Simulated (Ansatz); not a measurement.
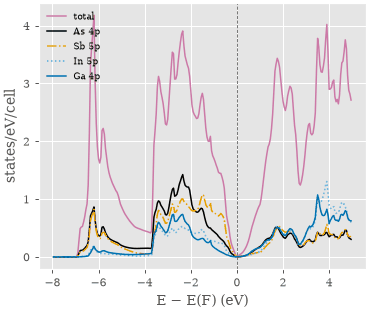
*Total and projected density of states of InGaSbAs in space group Pmm2 (No. 25; In on 1a, As on 1b, Ga on 1d, Sb on 1c), DFT-PBEsol in the program Ansatz with PAW potentials*

**Question.** Which orbitals carry the states next to the Fermi level?

**Answer.** Within 0.5 eV of the Fermi level: Sb 5p 43 %, As 4p 23 %, In 5p 13 %, Ga 4p 7 %, Ga 4s 5 %. Projections are on Löwdin-orthogonalised atomic valence shells; empty p or d shells of many metals are not among them.

**Question.** Where is the tallest occupied peak in this window, and what makes it?

**Answer.** Near -6.2 eV, about 4.2 states/eV per cell; the largest projected share is Ga 4s.

The start of the workflow was typed in or built on a structure type; neither database checked (COD, Materials Project) lists it. Whether it is the stable phase at ambient conditions was not checked. The cell was relaxed with PBEsol under the symmetry of its start; whether a distortion lowers the energy is not shown. Scalar-relativistic: spin–orbit coupling is off unless named, which matters more the heavier the elements.

Potentials: the later of the program's two PAW sets.
